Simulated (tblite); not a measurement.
# C4H11BN2O2: the cost of one run

The runs use tblite 0.8.0 and PySCF 2.14.0, with density-fitted response routines of our own; the level of theory stands in each step. All values are computed, except where a source is named. Atoms count from 0, in the outputs and in this text.

### 1 The starting structure

20 atoms, charge 0, multiplicity 1; geometry from: force field or distance geometry start.

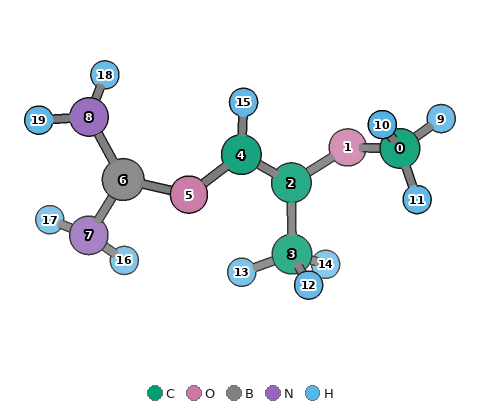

The starting geometry (carbon teal, oxygen pink, boron grey, nitrogen purple, hydrogen blue), atoms numbered; sticks join atoms by distance.

### 2 Relaxing the molecule with GFN2-xTB

What the job is given:

```
{"job": {"kind": "relax", "xc": "GFN2-xTB", "basis": "xTB"}, "charge": 0, "multiplicity": 1}
C     -3.243500     0.996400    -0.291200
O     -2.244900     0.577500     0.599100
C     -1.111500     0.003200    -0.001800
C     -1.207500    -1.431700    -0.333400
C     -0.034400     0.701500    -0.287300
O      1.014000     0.035700    -0.907700
B      2.320000    -0.005800    -0.199100
N      2.917700    -1.383700     0.051300
N      3.093900     1.274600    -0.038500
H     -4.080900     1.425100     0.333100
H     -2.803800     1.792500    -0.948400
H     -3.621700     0.164300    -0.939900
H     -1.517500    -1.654100    -1.353400
H     -0.226900    -1.961800    -0.148300
H     -1.953200    -1.924500     0.358700
H     -0.019700     1.748300    -0.032300
H      2.137700    -2.040500     0.364500
H      3.682200    -1.379800     0.748600
H      2.778600     1.875800     0.750900
H      4.116300     1.197800    -0.137700
```

Run with:

```bash
OMP_NUM_THREADS=1 python probes_run.py task.json out
```

This one command runs all jobs of the session in turn.

**Question.** How long does this first job take on 1 thread of Arm Neoverse N1, shared host, and how much memory does it need?

About 1.9 s, with a peak of 0.18 GiB.
